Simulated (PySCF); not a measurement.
Run report: C3H7Al, single-point calculation

System: C3H7Al.
Method: MP2/6-311++G(2d,2p), RHF (PySCF 2.14.0).

The geometry comes from this level: PBE0-D4/def2-TZVP.

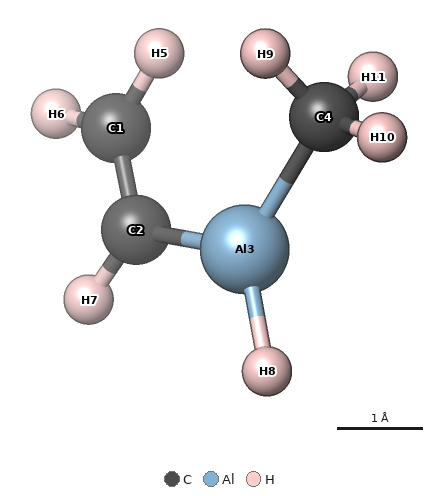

Figure 1. The structure (ball-and-stick view, seen at a tilt; atoms are numbered from 1 in the order of the input). Sticks mark near contacts. Bond lengths as drawn: Al–C 1.95 Å, Al–H 1.59 Å, C–C 1.34 Å and C–H 1.09 to 1.10 Å.

The input (calc.py)
```python
from pyscf import gto, mp

molecule = gto.M(
    atom='input.xyz',
    verbose=4,
    max_memory=1860,
    basis='6-311++g(2d,2p)',
    charge=0,
)

hf = molecule.RHF()
hf.conv_tol = 1e-10
hf.kernel()
if not hf.converged:
    hf = hf.newton().run(hf.mo_coeff, hf.mo_occ)

pt = mp.MP2(hf, frozen=8).run()
e_tot = pt.e_tot
print(f'total energy: {e_tot:.8f} hartree')
```

File input.xyz
```
11
C3H7Al
C     -0.766700     1.712800     0.405900
C      0.021200     0.968100     1.187100
Al     0.696000    -0.749700     0.572700
C      0.194600    -1.366100    -1.212200
H     -1.056600     1.389000    -0.592200
H     -1.165100     2.679000     0.712100
H      0.255500     1.378500     2.170100
H      1.634200    -1.616700     1.522400
H      0.505800    -0.651400    -1.981500
H      0.638700    -2.333100    -1.459300
H     -0.892200    -1.467300    -1.304600
```

Hardware: 1 thread of Arm Neoverse V1, 24 GiB of memory available, shared host.

Launch command:
```bash
OMP_NUM_THREADS=1 python calc.py
```

Log
```
PySCF version 2.14.0

[INPUT] num. atoms = 11
[INPUT] num. electrons = 38
[INPUT] charge = 0
[INPUT] spin (= nelec alpha-beta = 2S) = 0
[INPUT] symmetry False subgroup None
[INPUT] Mole.unit = angstrom
[INPUT] Symbol           X                Y                Z      unit          X                Y                Z       unit  Magmom
[INPUT]  1 C     -0.766700000000   1.712800000000   0.405900000000 AA   -1.448853019704   3.236722906155   0.767039833961 Bohr   0.0
[INPUT]  2 C      0.021200000000   0.968100000000   1.187100000000 AA    0.040062193841   1.829443861191   2.243293882471 Bohr   0.0
[INPUT]  3 Al     0.696000000000  -0.749700000000   0.572700000000 AA    1.315249382697  -1.416727675586   1.082246151538 Bohr   0.0
[INPUT]  4 C      0.194600000000  -1.366100000000  -1.212200000000 AA    0.367740703840  -2.581554858768  -2.290726008198 Bohr   0.0
[INPUT]  5 H     -1.056600000000   1.389000000000  -0.592200000000 AA   -1.996684623215   2.624829587021  -1.119095810967 Bohr   0.0
[INPUT]  6 H     -1.165100000000   2.679000000000   0.712100000000 AA   -2.201719907731   5.062576287710   1.345673973303 Bohr   0.0
[INPUT]  7 H      0.255500000000   1.378500000000   2.170100000000 AA    0.482825024826   2.604987462713   4.100894662919 Bohr   0.0
[INPUT]  8 H      1.634200000000  -1.616700000000   1.522400000000 AA    3.088190432764  -3.055120225584   2.876919052038 Bohr   0.0
[INPUT]  9 H      0.505800000000  -0.651400000000  -1.981500000000 AA    0.955823473805  -1.230967597542  -3.744492315826 Bohr   0.0
[INPUT] 10 H      0.638700000000  -2.333100000000  -1.459300000000 AA    1.206968075760  -4.408920021223  -2.757677333578 Bohr   0.0
[INPUT] 11 H     -0.892200000000  -1.467300000000  -1.304600000000 AA   -1.686013648337  -2.772795142574  -2.465336702108 Bohr   0.0

nuclear repulsion = 136.614700594919
number of shells = 90
number of NR pGTOs = 258
number of NR cGTOs = 186
basis = 6-311++g(2d,2p)
ecp = {}

******** <class 'pyscf.scf.hf.RHF'> ********
method = RHF
initial guess = minao
damping factor = 0
level_shift factor = 0
DIIS = <class 'pyscf.scf.diis.CDIIS'>
diis_start_cycle = 1
diis_space = 8
diis_damp = 0
SCF conv_tol = 1e-10
SCF conv_tol_grad = None
SCF max_cycles = 50
direct_scf = True
direct_scf_tol = 1e-13
Set gradient conv threshold to 1e-05
Initial guess from minao.
init E= -359.781971354097
  HOMO = -0.277043555196807  LUMO = -0.0142895017051638  gap/eV = 7.14990
cycle= 1 E= -359.570116335348  delta_E= 0.212  |g|= 0.325  |ddm|= 2.38
  HOMO = -0.385920908316851  LUMO = 0.0371868196510996  gap/eV = 11.51335
cycle= 2 E= -359.611034991991  delta_E= -0.0409  |g|= 0.0969  |ddm|= 0.602
  HOMO = -0.377629633005901  LUMO = 0.0392192335520558  gap/eV = 11.34304
cycle= 3 E= -359.614718860869  delta_E= -0.00368  |g|= 0.0448  |ddm|= 0.218
  HOMO = -0.375829019339391  LUMO = 0.0405170912083745  gap/eV = 11.32935
cycle= 4 E= -359.615308705744  delta_E= -0.00059  |g|= 0.00675  |ddm|= 0.0623
  HOMO = -0.375926180092139  LUMO = 0.0404715968402793  gap/eV = 11.33076
cycle= 5 E= -359.615327673049  delta_E= -1.9e-05  |g|= 0.00195  |ddm|= 0.0147
  HOMO = -0.37572545263371  LUMO = 0.0404478324923167  gap/eV = 11.32465
cycle= 6 E= -359.615329932688  delta_E= -2.26e-06  |g|= 0.000628  |ddm|= 0.00473
  HOMO = -0.375662906397144  LUMO = 0.0404448294973311  gap/eV = 11.32287
cycle= 7 E= -359.615330206815  delta_E= -2.74e-07  |g|= 0.000203  |ddm|= 0.00166
  HOMO = -0.375627011706287  LUMO = 0.0404380012530582  gap/eV = 11.32171
cycle= 8 E= -359.615330239929  delta_E= -3.31e-08  |g|= 5.87e-05  |ddm|= 0.000594
  HOMO = -0.375622526007314  LUMO = 0.040435381998926  gap/eV = 11.32151
cycle= 9 E= -359.61533024274  delta_E= -2.81e-09  |g|= 1.95e-05  |ddm|= 0.000152
  HOMO = -0.375620530101435  LUMO = 0.0404342897115204  gap/eV = 11.32143
cycle= 10 E= -359.615330243085  delta_E= -3.45e-10  |g|= 5.29e-06  |ddm|= 6.05e-05
  HOMO = -0.375621316179434  LUMO = 0.0404339735422264  gap/eV = 11.32144
cycle= 11 E= -359.615330243111  delta_E= -2.54e-11  |g|= 1.58e-06  |ddm|= 1.62e-05
  HOMO = -0.375621017810291  LUMO = 0.0404339520202641  gap/eV = 11.32143
```

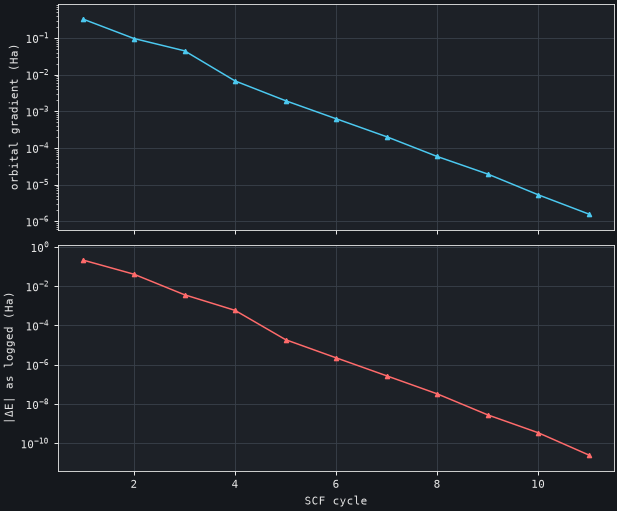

Figure 2. Convergence of the self-consistent field: orbital gradient and size of the energy change against the SCF cycle. The residual falls at every step.

```
Extra cycle  E= -359.615330243113  delta_E= -2.56e-12  |g|= 6.58e-07  |ddm|= 4.09e-06
converged SCF energy = -359.615330243113

******** <class 'pyscf.mp.mp2.RMP2'> ********
nocc = 11, nmo = 178
frozen orbitals 8
E(RMP2) = -360.151357134015  E_corr = -0.536026890901706
E(SCS-RMP2) = -360.158094717806  E_corr = -0.542764474692438
E_corr(same-spin) = -0.115924378141857
E_corr(oppo-spin) = -0.42010251275985
total energy: -360.15135713 hartree
```

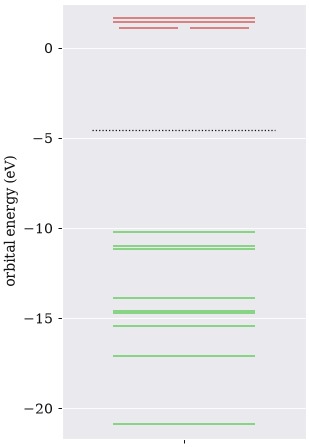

Figure 3. Orbital energies near the frontier (SCF reference); the dotted line parts filled from empty levels, and levels within 0.02 eV of each other stand side by side. Highest filled −10.22 eV, lowest empty 1.10 eV, 11.32 eV apart.

Key numbers

| quantity | value |
| --- | --- |
| outcome | converged |
| total energy | −360.151357 hartree |
| SCF energy | −359.615330 hartree |
| correlation energy | −0.536027 hartree |
| basis functions | 186 |
| HOMO of the SCF reference | −10.22 eV |
| LUMO of the SCF reference | 1.10 eV |
| wall time | 25 s |
| peak memory | 1.5 GiB |
